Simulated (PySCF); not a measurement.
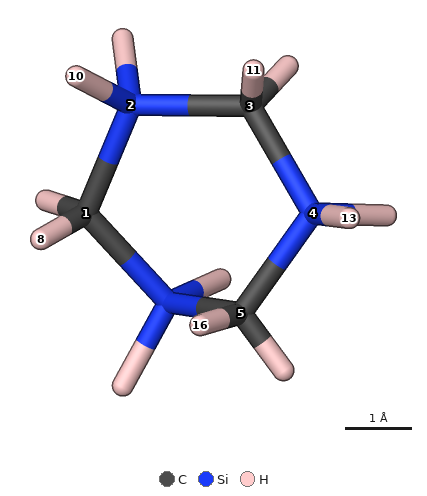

Figure 1. The structure (stick view, seen at a tilt; atoms are numbered from 1 in the order of the input).

## NMR shielding calculation, with input and output: C$_{3}$H$_{12}$Si$_{3}$

System: C$_{3}$H$_{12}$Si$_{3}$, SMILES C1[SiH2]C[SiH2]C[SiH2]1.
Method: GIAO PBE0/pcSseg-1 NMR shielding, non-relativistic, gas phase (PySCF 2.14.0).

The geometry comes from this level: GFN2-xTB. Figures and captions count atoms from 1; the log counts them from 0 in places.

### The program's output
```
coarse grid: 15576 points
cycle   1  E = -989.3850975375  dE =  1.946e-01  |g| = 5.295e-01  |ddm| = 3.775e+00
cycle   2  E = -989.3553019073  dE =  2.980e-02  |g| = 6.121e-01  |ddm| = 9.338e-01
cycle   3  E = -989.4537795856  dE = -9.848e-02  |g| = 4.796e-02  |ddm| = 5.827e-01
cycle   4  E = -989.4544307162  dE = -6.511e-04  |g| = 1.370e-02  |ddm| = 7.872e-02
cycle   5  E = -989.4544791371  dE = -4.842e-05  |g| = 2.286e-03  |ddm| = 1.855e-02
cycle   6  E = -989.4544805892  dE = -1.452e-06  |g| = 9.954e-04  |ddm| = 3.584e-03
final grid: 133872 points
cycle   7  E = -989.4874696599  dE = -2.140e-05  |g| = 6.936e-03  |ddm| = 2.067e-02
cycle   8  E = -989.4874616905  dE =  7.969e-06  |g| = 8.792e-03  |ddm| = 1.363e-02
cycle   9  E = -989.4874820715  dE = -2.038e-05  |g| = 2.746e-04  |ddm| = 7.931e-03
cycle  10  E = -989.4874820850  dE = -1.348e-08  |g| = 6.866e-05  |ddm| = 3.732e-04
cycle  11  E = -989.4874820862  dE = -1.194e-09  |g| = 2.916e-05  |ddm| = 1.084e-04
cycle  12  E = -989.4874820863  dE = -1.844e-10  |g| = 8.347e-06  |ddm| = 3.335e-05
```

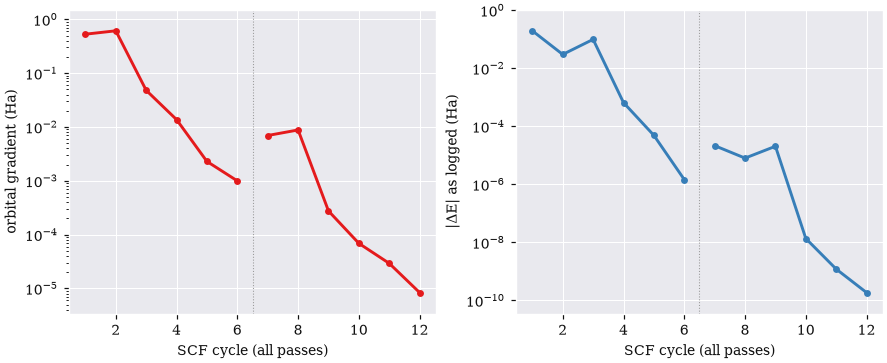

Figure 2. Convergence of the self-consistent field: orbital gradient and size of the energy change against the SCF cycle. The dotted line marks the change from a coarse to the final integration grid. The first 6 cycles use a coarse grid, the final grid takes over at cycle 7, and the field converges after 12 cycles in all.

```
converged SCF energy = -989.4874820863

GIAO shielding tensors (ppm)
atom      isotropic    diamagn.    paramagn.     s11        s22        s33       span
  0 C      199.372     257.599     -58.228    192.685    198.083    207.347     14.662
  1 Si     396.432     879.663    -483.231    350.067    405.106    434.123     84.056
  2 C      206.021     257.387     -51.366    199.548    204.863    213.651     14.103
  3 Si     394.102     879.774    -485.672    357.182    392.897    432.227     75.045
  4 C      196.802     257.906     -61.105    184.813    194.631    210.960     26.147
  5 Si     396.585     880.340    -483.755    377.947    382.657    429.151     51.204
  6 H       31.847      30.194       1.653     26.283     28.358     40.901     14.618
  7 H       31.749      31.851      -0.102     27.025     28.822     39.402     12.377
  8 H       27.204      28.938      -1.734     22.804     25.840     32.968     10.164
  9 H       27.181      29.064      -1.883     22.900     25.780     32.862      9.962
 10 H       31.744      30.443       1.301     25.913     28.754     40.564     14.651
 11 H       31.622      31.074       0.548     26.074     28.753     40.039     13.965
 12 H       27.064      28.744      -1.681     22.843     25.298     33.050     10.207
 13 H       27.261      29.230      -1.969     23.437     25.626     32.720      9.283
 14 H       32.006      30.075       1.932     26.575     28.238     41.206     14.631
 15 H       32.030      32.705      -0.675     28.175     28.893     39.022     10.848
 16 H       27.415      29.949      -2.534     24.670     25.147     32.427      7.757
 17 H       27.069      29.000      -1.931     23.137     24.772     33.298     10.161
```

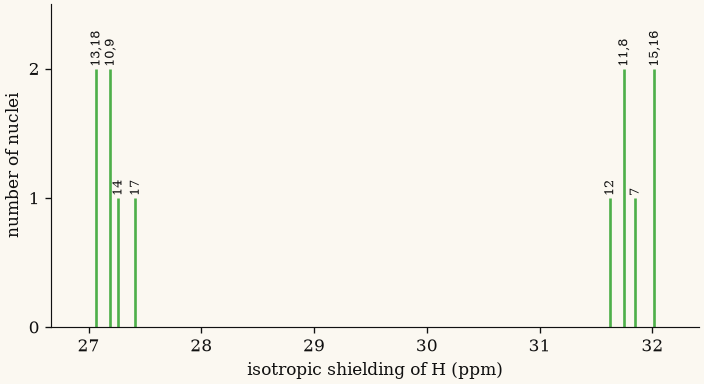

Figure 3. Isotropic shieldings of the hydrogen nuclei in this fixed geometry, labelled by atom number; shielding grows to the right, so chemical shift grows to the left. The least shielded is H13 (27.1 ppm), the most shielded H16 (32.0 ppm).

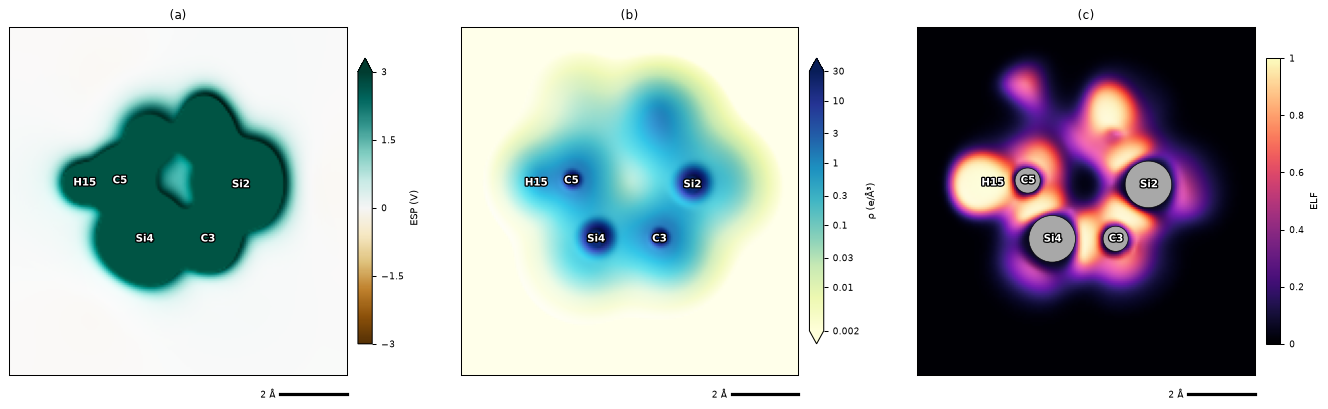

Figure 4. (a) molecular electrostatic potential; (b) electron density; (c) ELF on the plane of atoms C3, Si4 and C5. Grey discs, where drawn, cover atomic cores. C–Si (1.91 Å): ρ is about 0.88 e/Å³ halfway; the ELF peaks at about 0.95 between the atoms (a shared electron pair). The potential has no marked negative region in this plane.

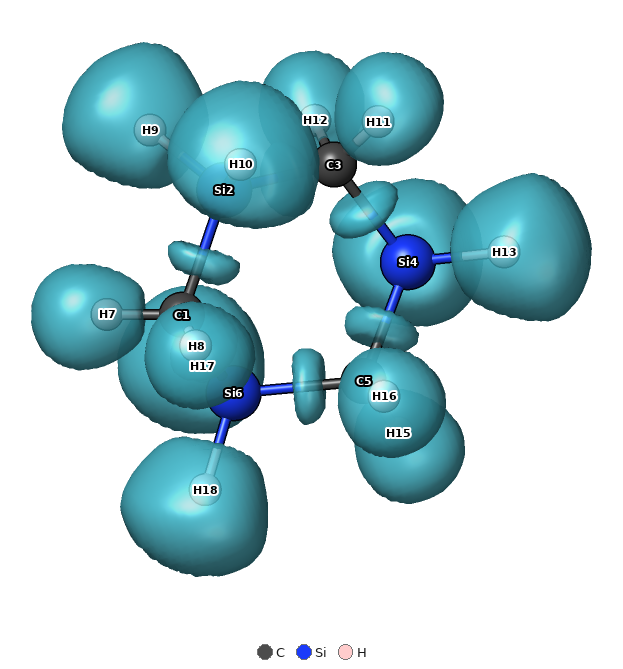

Figure 5. Isosurface of the electron localisation function at 0.85 (cyan), seen at a tilt. Core shells and regions of very low density are left out. Along the contacts the grid gives the following. C–Si (1.90 Å): the ELF peaks at about 0.95 between the atoms, which marks a covalent bond. C–H (1.09 Å): the ELF climbs to about 1 towards the hydrogen (a covalent bond by its length).

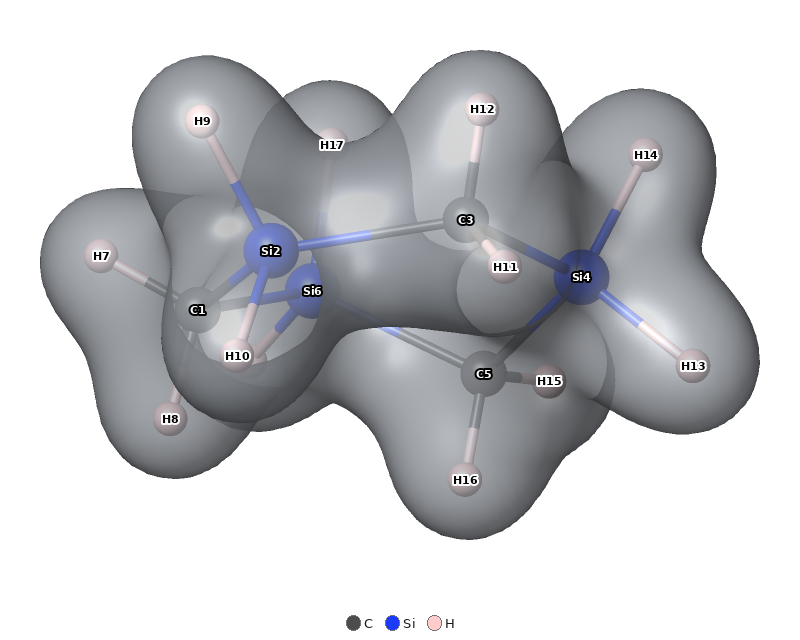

Figure 6. Isosurface of the electron density at 0.2 e/Å³ (grey), seen from the side. At this value the surface is in one piece. On the grid the lowest density along these lines, outside the cores, is 0.77 e/Å³ (C–Si, 1.90 Å), 1.8 e/Å³ (C–H, 1.09 Å) and 0.79 e/Å³ (Si–H, 1.47 Å).

This output came from the following input.

### Input file
```
{"job": {"kind": "nmr", "xc": "PBE0", "basis": "pcSseg-1", "pop": false}, "charge": 0, "multiplicity": 1}
C     -1.775366     0.251621     0.444606
Si    -0.548643     1.704626     0.572131
C      1.237167     1.346269     0.000551
Si     1.814524    -0.434681    -0.362999
C      0.479325    -1.731642     0.008737
Si    -1.244578    -1.236654    -0.606008
H     -2.724583     0.632331     0.071226
H     -1.981069    -0.108548     1.452754
H     -1.069390     2.824280    -0.231331
H     -0.504973     2.142520     1.979339
H      1.907958     1.772860     0.745520
H      1.412791     1.929549    -0.902891
H      3.018726    -0.736298     0.431155
H      2.174310    -0.537980    -1.787031
H      0.778109    -2.676980    -0.440235
H      0.433461    -1.907766     1.083263
H     -1.211609    -0.886438    -2.032739
H     -2.196159    -2.347069    -0.426050
```

The first line tells a small driver script what to run in PySCF; the rest is the geometry in Å.

Command:
```bash
OMP_NUM_THREADS=1 python <driver script> task.json out
```

### Summary

```tsv
quantity	value
outcome	converged
total energy	−989.487482 hartree
HOMO	−8.18 eV
LUMO	0.57 eV
dipole moment	0.44 D
isotropic shielding, C	196.8 to 206.0 ppm
isotropic shielding, Si	394.1 to 396.6 ppm
isotropic shielding, H	27.1 to 32.0 ppm
hardware	1 CPU thread, shared host
wall time	26 s
peak memory	0.86 GiB
```
